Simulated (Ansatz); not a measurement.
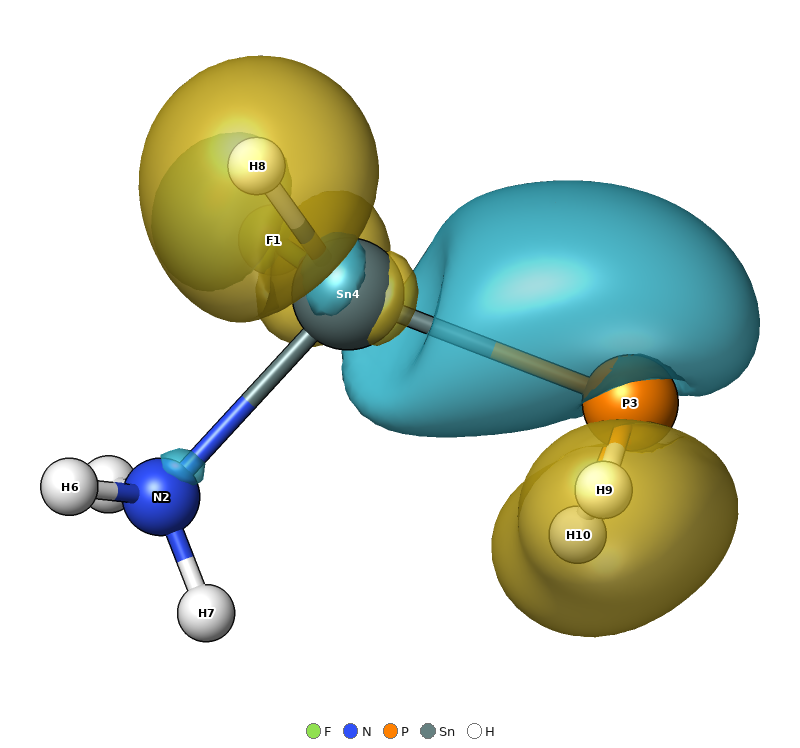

FH6NPSn (charge +1). The HOMO−1 at ±0.1 Å⁻³ᐟ² (yellow and cyan are the two phases), seen across its widest extent.

Geometry: PBE0-D3(BJ)/def2-SVP; core potentials replace the inner electrons of Sn.

Computed with Ansatz 0.2.0, isolated molecule in a Gaussian basis; Kohn-Sham density functional theory, functional PBE0.

The calculation's input:

```
crystal:
  periodic: [false, false, false]
  atoms:
    - {symbol: F, position_ang: [-1.921814, 0.606267, -0.225059]}
    - {symbol: N, position_ang: [0.386401, -1.087496, -0.174816]}
    - {symbol: P, position_ang: [0.124264, 1.525542, -3.088448]}
    - {symbol: Sn, position_ang: [-0.102470, 1.067701, -0.661072]}
    - {symbol: H, position_ang: [-0.522935, -1.490431, 0.085540]}
    - {symbol: H, position_ang: [1.014791, -1.213130, 0.625305]}
    - {symbol: H, position_ang: [0.759217, -1.647881, -0.946924]}
    - {symbol: H, position_ang: [0.598158, 1.839281, 0.679797]}
    - {symbol: H, position_ang: [1.513089, 1.181571, -3.044535]}
    - {symbol: H, position_ang: [-0.302053, 0.193977, -3.389058]}
basis:
  gaussian:
    orbitals: def2-TZVPD
total_charge: 1
hamiltonian:
  xc: {name: PBE0}
output: {forces: true, orbitals: {seedname: orbitals}}
```

Run with:

```sh
ansatz run input.yaml --threads 2 --pin off --max-ram 4350MiB --events-out events.jsonl --progress --plain --runs-dir runs
```

### What is the character of this orbital?

It lies mainly on P3 (about 40 %), Sn4 (about 20 %), H8 (about 15 %), F1 (about 10 %), H10 (about 5 %) and H9 (about 5 %). Its energy is −14.03 eV.
